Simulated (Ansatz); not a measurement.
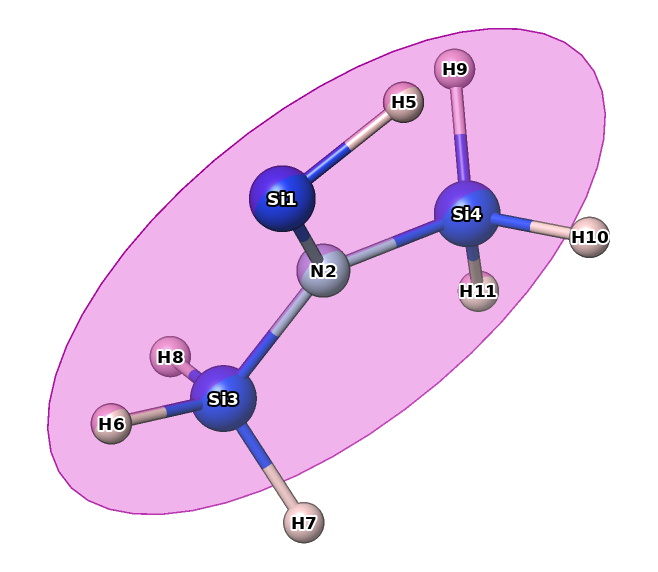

A disc through the centre of mass is drawn in. Atoms fade into the background with distance from the viewer. The computed structure is the end point of a PBE-D4/def2-SVP optimisation. No frequency run is at hand to confirm it as a minimum.

Is the plane of the disc a mirror plane of the structure?

Yes. The reflection leaves Si1, N2, Si3, Si4, H5, H6, H11 in place and moves H7 ↔ H8; H9 ↔ H10. The point group is Cs.
